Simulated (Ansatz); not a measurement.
# HNO2 (nitrous acid): CCSDTQ/STO-3G

What is the vertical singlet–triplet gap of HNO2 (nitrous acid) at CCSDTQ/STO-3G? 

Program for the calculation: Ansatz 0.2.0.

54 further runs of the same task are left out: 1 that didn't finish, 53 set aside as unsound or not needed.

## 1. The system as given

HNO2: 4 atoms, total charge 0, spin state singlet. As SMILES, `O=NO`. Geometry: relaxed at GFN2-xTB.

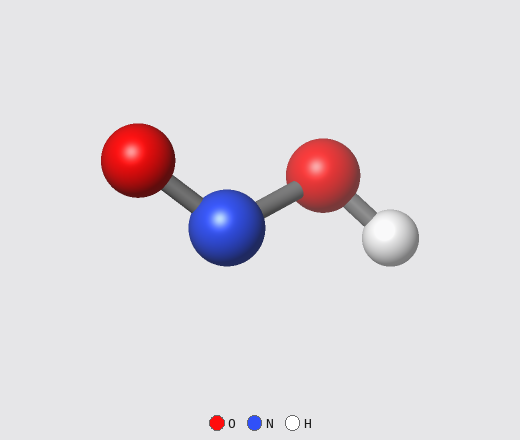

The structure, seen from a chosen angle (oxygen red, nitrogen blue, hydrogen white).

## 2. A single-point energy at CCSDTQ/STO-3G

in.yaml reads:

```yaml
basis:
  gaussian: {orbitals: STO-3G}
crystal:
  periodic: [false, false, false]
  atoms:
    - {symbol: O, position_ang: [0.424700, 0.045690, 1.471310]}
    - {symbol: "N", position_ang: [0.319310, -0.411420, 0.387280]}
    - {symbol: O, position_ang: [-0.357270, 0.415910, -0.505360]}
    - {symbol: H, position_ang: [-0.386730, -0.050180, -1.353230]}
correlation: {method: ccsdtq, frozen_orbitals: {H: 0, "N": 1, O: 1}}
accuracy: high
scf: {omitted_lower_state_checks: [cluster_reference, increment]}
```

Launch:

```bash
$ ansatz run in.yaml --threads 1 --pin off --max-ram 2610MiB --events-out events.jsonl --progress --plain --runs-dir runs
```

Log (excerpt; [...] marks lines left out):

```text
Warning: RAYON_NUM_THREADS=1 ignored (pool sized by the plan → 1); use --threads N
Functional definition: HF
  name "HF"
[...]
275 factors; integrals over basis functions are off by at most 3.2e-8 eV
[...]
mean field -5494.16654991 eV, -201.9068966295 hartree, gradient 1.9e-8 eV, S^2 0.000000; 0 other end points of the search recorded, 0 dependent functions left out; unrestricted orbitals would lower it
3 core orbitals not correlated: weight in the atoms' cores, before any rotation towards them, 1.000 or more for the frozen orbitals, at most 0.000 for the correlated occupied ones
reference -5494.16654991 eV, -201.9068966295 hartree; 9, 9 occupied and 4, 4 virtual orbitals, 275 factors
second order -4.37882143 eV of doubles, -0.00000000 eV of singles
cycle   1  -4.75624910 eV  change   -3.8e-1 eV  update   9.9e-2
[...]
cycle  29  -5.36846191 eV  change  -1.7e-10 eV  update   1.1e-9
Total energy: -5499.53501182 eV, -202.1041839657 hartree
Checks for a lower state left out: cluster_reference, increment
```

Run time: 5.4 s. Hardware: 1 thread of Intel Xeon Platinum 8559C (Emerald Rapids), shared host; peak memory 0.17 GiB.

## 3. The triplet

Changes to in.yaml since step 2:

```diff
@@ -1,3 +1 @@
-basis:
-  gaussian: {orbitals: STO-3G}
 crystal:
@@ -9,2 +7,5 @@
     - {symbol: H, position_ang: [-0.386730, -0.050180, -1.353230]}
+basis:
+  gaussian: {orbitals: STO-3G}
+magnetization: {spin_polarized: true, initial_magnetization: 2}
 correlation: {method: ccsdtq, frozen_orbitals: {H: 0, "N": 1, O: 1}}
```

Launch:

```bash
$ ansatz run in.yaml --threads 1 --pin off --max-ram 2610MiB --events-out events.jsonl --progress --plain --runs-dir runs
```

Log (excerpt; [...] marks lines left out):

```text
Warning: RAYON_NUM_THREADS=1 ignored (pool sized by the plan → 1); use --threads N
[... 2 set-up lines as earlier in the session ...]
[...]
275 factors; integrals over basis functions are off by at most 3.2e-8 eV
[...]
mean field -5493.39269566 eV, -201.8784580103 hartree, gradient 1.9e-8 eV, S^2 2.019573; 2 other end points of the search recorded, 0 dependent functions left out
3 core orbitals not correlated: weight in the atoms' cores, before any rotation towards them, 1.000 or more for the frozen orbitals, at most 0.000 for the correlated occupied ones
reference -5493.39269566 eV, -201.8784580103 hartree; 10, 8 occupied and 3, 5 virtual orbitals, 275 factors
second order -2.75862369 eV of doubles, -0.00000000 eV of singles
cycle   1  -3.26710954 eV  change   -5.1e-1 eV  update   8.1e-2
[...]
cycle  30  -3.88098428 eV  change   3.4e-10 eV  update   2.0e-9
Total energy: -5497.27367995 eV, -202.0210815521 hartree
Checks for a lower state left out: cluster_reference, increment
```

Run time: 75 s. Hardware: 1 thread of Intel Xeon Platinum 8559C (Emerald Rapids), shared host; peak memory 0.61 GiB.

## 4. Summary of results

Level: CCSDTQ/STO-3G, 3 core orbitals frozen.

| quantity | value |
| --- | --- |
| singlet: total energy | -202.10418 Eh |
| singlet: correlation energy (3 core orbitals frozen) | -197.3 mEh |
| singlet: T1 diagnostic | 0.022 |
| triplet: total energy | -202.02108 Eh |
| triplet: correlation energy (3 core orbitals frozen) | -142.6 mEh |
| triplet: ⟨S²⟩ of the reference determinant | 2.020 |
| triplet: T1 diagnostic | 0.036 |
| vertical energy of the triplet above the singlet | 2.261 eV |

In words: At this shape the triplet lies 2.26 eV (218 kJ/mol) above the singlet. In a minimal basis such a difference can be off by several eV, whatever the method. The restricted solution (singlet) is unstable to spin breaking: an unrestricted one lies lower.
